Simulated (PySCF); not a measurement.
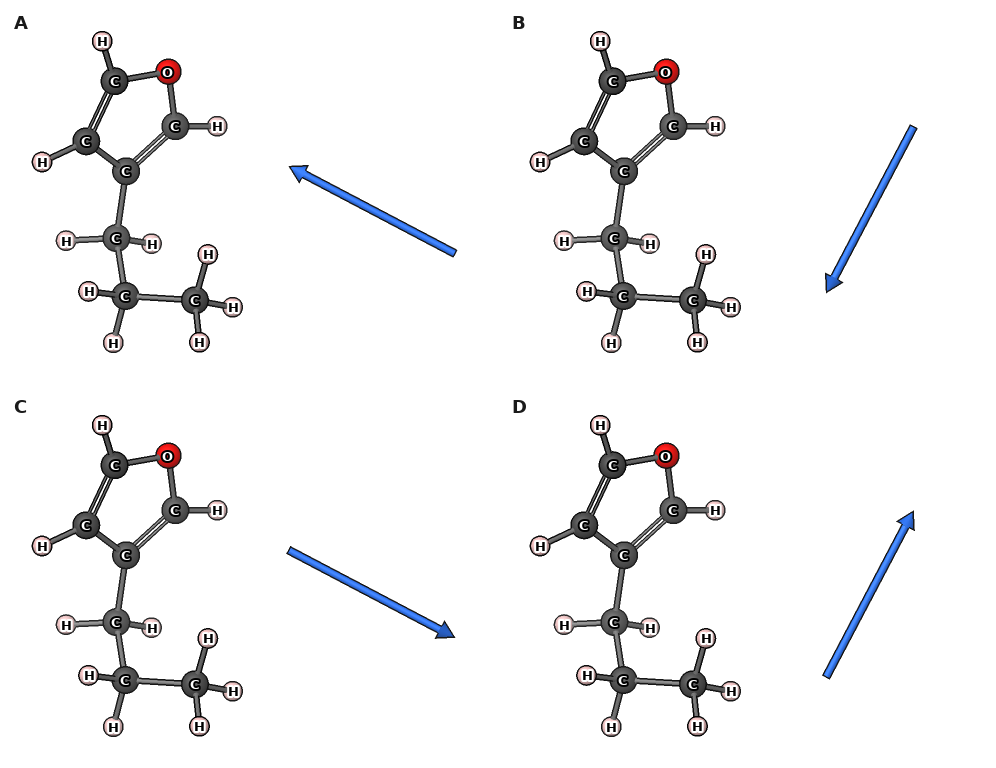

The same molecule four times, each with an arrow. The computed structure is the end point of a PBE0-D3(BJ)/def2-SVP optimisation. No frequency run is at hand to confirm it as a minimum. Properties computed with PBE0/pcSseg-1, gas phase (PySCF 2.14.0).

Which arrow points along the dipole moment, from the negative to the positive end?

Answer. B. The dipole moment is 0.88 D.
